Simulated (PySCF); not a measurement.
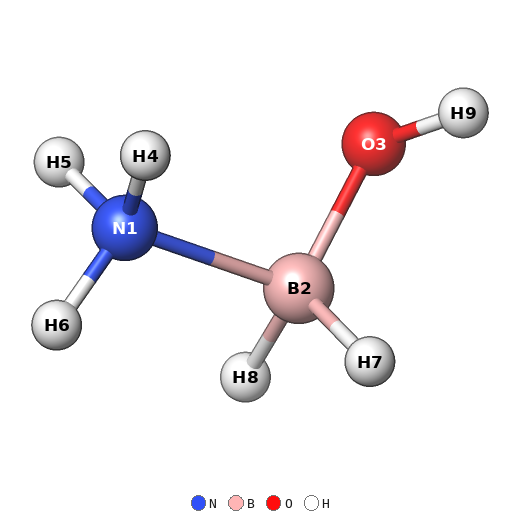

The geometry was computed by an optimisation with PBE0-D3(BJ)/def2-SVP. No frequency run is at hand to confirm it as a minimum. Electric field gradients from the ground-state density, PBE0/STO-3G (PySCF 2.14.0), non-relativistic apart from any core potentials.

Give the largest field-gradient component, the quadrupole coupling constant and the asymmetry for 14N at N1 (Q = 20.44 mb), 11B at B2 (Q = 40.59 mb), 17O at O3 (Q = −25.6 mb).

```
atom  V_zz (a.u.)  e²qQ/h (MHz)     η
  N1       −0.793         −3.81  0.03
  B2        0.205          1.96  0.76
  O3        2.136        −12.85  0.75
```
